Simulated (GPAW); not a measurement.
**Mn pairs in GaAs: coupling against distance**

Two Mn atoms replace host atoms of GaAs on its cation sites. How does their coupling change with their distance?

Method: PBE; plane waves with GPAW's PAW setups, scalar-relativistic, in GPAW 26.7.0.

### Step 1. The starting structure

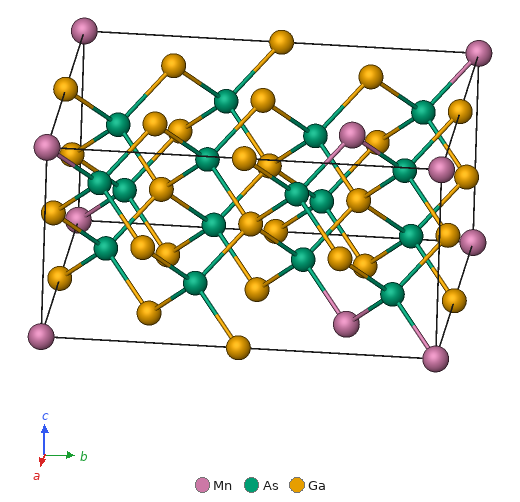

The cell as given, slightly off an axis (manganese pink, arsenic teal, gallium orange). Bonds to atoms that aren't drawn are left out. Some periodic images of atoms are drawn too.

This is the first member shown.

### Step 2. The first member

This run shows input and output; the others differ as the table says.

order1.py reads:

```python
import json
import numpy as np
from ase import Atoms
from ase.parallel import paropen, parprint
from gpaw import GPAW

atoms = Atoms(['Mn', 'As', 'Ga', 'As', 'Ga', 'As', 'Ga', 'As', 'Ga', 'As', 'Ga', 'As', 'Ga', 'As', 'Ga', 'As', 'Ga', 'As', 'Ga', 'As', 'Ga', 'As', 'Ga', 'As', 'Ga', 'As', 'Ga', 'As', 'Ga', 'As', 'Mn', 'As'],
    cell=[[11.306, 0.0, 0.0],
         [0.0, 11.306, 0.0],
         [0.0, 0.0, 5.653]],
    scaled_positions=[[0.0, 0.0, 0.0],
         [0.125, 0.125, 0.25],
         [0.0, 0.25, 0.5],
         [0.125, 0.375, 0.75],
         [0.25, 0.0, 0.5],
         [0.375, 0.125, 0.75],
         [0.25, 0.25, 0.0],
         [0.375, 0.375, 0.25],
         [0.0, 0.5, 0.0],
         [0.125, 0.625, 0.25],
         [0.0, 0.75, 0.5],
         [0.125, 0.875, 0.75],
         [0.25, 0.5, 0.5],
         [0.375, 0.625, 0.75],
         [0.25, 0.75, 0.0],
         [0.375, 0.875, 0.25],
         [0.5, 0.0, 0.0],
         [0.625, 0.125, 0.25],
         [0.5, 0.25, 0.5],
         [0.625, 0.375, 0.75],
         [0.75, 0.0, 0.5],
         [0.875, 0.125, 0.75],
         [0.75, 0.25, 0.0],
         [0.875, 0.375, 0.25],
         [0.5, 0.5, 0.0],
         [0.625, 0.625, 0.25],
         [0.5, 0.75, 0.5],
         [0.625, 0.875, 0.75],
         [0.75, 0.5, 0.5],
         [0.875, 0.625, 0.75],
         [0.75, 0.75, 0.0],
         [0.875, 0.875, 0.25]],
    pbc=True,
    magmoms=[4.5, 0.0, 0.0, 0.0, 0.0, 0.0, 0.0, 0.0, 0.0, 0.0, 0.0, 0.0, 0.0, 0.0, 0.0, 0.0, 0.0, 0.0, 0.0, 0.0, 0.0, 0.0, 0.0, 0.0, 0.0, 0.0, 0.0, 0.0, 0.0, 0.0, 4.5, 0.0])
atoms.calc = GPAW(mode={'name': 'pw', 'ecut': 450},
    xc='PBE',
    kpts={'size': (3, 3, 5), 'gamma': True},
    occupations={'name': 'fermi-dirac', 'width': 0.05},
    convergence={'density': 1e-05, 'energy': 1e-05},
    maxiter=200,
    mixer={'name': 'pulay', 'beta': 0.05, 'nmaxold': 6, 'weight': 50},
    symmetry={'tolerance': 1e-4},
    txt='order1.txt')
e = atoms.get_potential_energy(force_consistent=True)
res = {'free_energy': e, 'energy_sigma0': atoms.get_potential_energy(), 'fermi_energy': atoms.calc.get_fermi_level()}
res['moments'] = atoms.get_magnetic_moments().tolist()
res['total'] = atoms.get_magnetic_moment()
parprint('site moments (muB):', np.round(res['moments'], 3))
parprint(f"total moment: {res['total']:.3f} muB")
parprint(f'free energy: {e:.6f} eV')
atoms.calc.write('order1.gpw')
with paropen('results.json', 'w') as f:
    json.dump(res, f)
```

Command:

```
OMP_NUM_THREADS=1 mpirun -n 4 gpaw python order1.py > order1.log
```

Numbers of over 12 decimals in the logs are rounded to 6 here.

The program printed:

```text
site moments (muB): [ 3.584e+00 -4.000e-02  1.500e-02 -3.000e-03  1.500e-02 -3.000e-03
  8.000e-03 -8.000e-03  1.100e-02 -2.000e-03  3.100e-02 -2.300e-02
  1.000e-03 -3.000e-03  1.100e-02 -2.000e-03  1.100e-02 -2.000e-03
  1.000e-03 -3.000e-03  3.100e-02 -2.300e-02  1.100e-02 -2.000e-03
  8.000e-03 -4.000e-02  1.500e-02 -2.300e-02  1.500e-02 -2.300e-02
  3.584e+00 -8.300e-02]
total moment: 8.000 muB
free energy: -142.784664 eV

--- order1.txt ---
Input parameters:
  mode=PW(ecut=450),
  convergence={'density': 1e-05, 'energy': 1e-05},
  kpts=MonkhorstPack(size=(3, 3, 5), gamma=True),
  maxiter=200,
  mixer=Pulay(name='pulay', nmaxold=6, beta=0.05, weight=50, sigma=0.015, g_ss=None),
  occupations=Occupations(name='fermi-dirac', width=0.05),
  symmetry=Symmetry(tolerance=0.0001),
  xc=XC(name='PBE')

Diagonalizing LCAO Hamiltonian
Converting LCAO to pw mode
        .---------------------------.
       /|                           |
      / |                           |
     /  |  As            As         |
    /   |       As            As    |
   /  Ga|           Ga              |
  /    As         As As         As  |
 *      .--Ga-------------Ga--------.
 |     / As As         As As       /
 | Ga /      Ga  Ga        Mn     /
 |   Ga Ga    As   Ga Ga    As   /
 |  /As            As           /
 | /      Ga            Ga     /
 |/                           /
 Mn------------Ga------------*

Atoms  # Å, Bohr magnetons
|    | symbol |        x |        y |        z |    initial magnetic moments |
|----|--------|----------|----------|----------|-----------------------------|
[...]
Zero:              0.562742
  External:          0.000000
  Xc:             -189.977093
  Entropy:          -0.036958
  Spinorbit:         0.000000
  ----------------------------
  Free energy:    -142.784664
  Extrapolated:   -142.766185

dipole moment: (-112.082799, -112.082799, -111.977313)  # |e|*Ang

Total magnetic moment: (0.000000, 0.000000, 8.000162)

Local magnetic moments
|        x |        y |         z |
|----------|----------|-----------|
| 0.000000 | 0.000000 |  3.584111 |  # Mn   0
| 0.000000 | 0.000000 | -0.040452 |  # As   1
| 0.000000 | 0.000000 |  0.014749 |  # Ga   2
| 0.000000 | 0.000000 | -0.002924 |  # As   3
| 0.000000 | 0.000000 |  0.014749 |  # Ga   4
[...]
| 0.000000 | 0.000000 |  0.014749 |  # Ga  28
| 0.000000 | 0.000000 | -0.023036 |  # As  29
| 0.000000 | 0.000000 |  3.584111 |  # Mn  30
| 0.000000 | 0.000000 | -0.082711 |  # As  31

Fermi level: 4.867
Eigenvalues  # (at kpt = [0.000, 0.000, 0.000])
| band index |      eig [eV] | occ [0-1] |      eig [eV] | occ [0-1] |
|------------|---------------|-----------|---------------|-----------|
|          0 |       -76.254 |     1.000 |       -72.293 |     1.000 |
|        ... |               |           |               |           |
|         68 |         3.251 |     1.000 |         3.619 |     1.000 |
|         69 |         3.332 |     1.000 |         4.400 |     1.000 |
|         70 |         3.414 |     1.000 |         4.412 |     1.000 |
|         71 |         3.582 |     1.000 |         4.521 |     0.999 |
[...]
|         80 |         5.453 |     0.000 |         6.221 |     0.000 |
|         81 |         5.661 |     0.000 |         6.626 |     0.000 |
|         82 |         5.733 |     0.000 |         6.797 |     0.000 |
|        ... |               |           |               |           |
|        100 |         8.631 |     0.000 |         8.765 |     0.000 |

No gap
No difference between direct/indirect transitions

[key lines of the parts left out:]
Converged in 32 steps
```

It took 16 min on 4 MPI ranks of Arm Neoverse V1, shared host; peak memory 2.7 GiB.

After 32 cycles the largest moment stands at 3.58 μB.

### Step 3. The series

All use a 3×3×5 mesh. Each member is run with parallel and with opposed moments. For E = −J e1·e2 with unit vectors, counted once a pair, J = (E_opposed − E_parallel) / 2n, n being the images of the partner at that distance, since the cell repeats. Farther images are folded into J, and in so small a cell they can weigh as much as the nearest, so J is an effective number of this cell and no pair coupling.

| distance (Å) | atoms, n | parallel (eV) | opposed (eV) | opposed less parallel (meV) | J (meV) | mean moment, parallel (μB) | mean moment, opposed (μB) | net moment, parallel (μB a cell) |
| --- | --- | --- | --- | --- | --- | --- | --- | --- |
| 4.00 | 32, 1 | -142.7847 | -142.5360 | +248.63 | +124.31 | 3.58 | 3.53 | 8.00 |
| 5.65 | 32, 2 | -142.7372 | -142.5235 | +213.68 | +53.42 | 3.58 | 3.56 | 8.00 |
| 6.92 | 32, 4 | -142.6893 | -142.5206 | +168.65 | +21.08 | 3.59 | 3.60 | 8.00 |
| 7.99 | 32, 4 | -142.7310 | -142.4964 | +234.61 | +29.33 | 3.58 | 3.58 | 8.00 |

```
distance (Å) 6.92: J = +168.65 / (2 × 4) = +21.08 meV
```

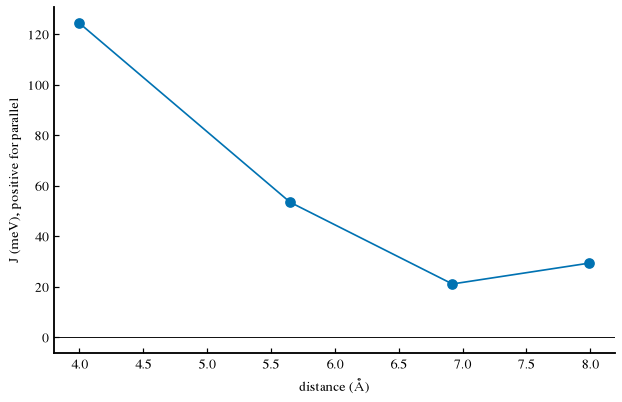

Coupling along the series.

### Step 4. What came out

| Property | Result |
| --- | --- |
| strongest coupling | +124.31 meV at distance (Å) 4.00 |
| parallel lower at | 4.00, 5.65, 6.92, 7.99 |
| opposed lower at | no member |

Parallel moments are lower wherever the coupling is resolved; it is strongest at distance (Å) 4.00, +124.31 meV, and stands at +29.33 meV for the last member. Differences under about 1 meV are not resolved, and mesh and smearing were not tested in this series. The atoms were not relaxed, which can shift moments and couplings. The cells are small and neutral, with no compensating defects, so carriers and concentrations exceed those of most samples. Trends hold for the rows shown; the series may have further members. Spin–orbit coupling is left out.

[Logs and program files are shortened in this print: banners, set-up blocks, solver, clock and traceback lines can be left out without a mark of their own.]

[Logs are printed without paths, hosts, clocks, repeated set-up lines and the standing remarks that a program may print on its own settings, such as how far it seeks lower states.]

[Hosts, paths, dates, database ids (printed as entryN), source tags and the programs' standing remarks are cut or masked in the printed files.]

[Where a cell is said to come from a database of computed structures, the database is the Materials Project.]
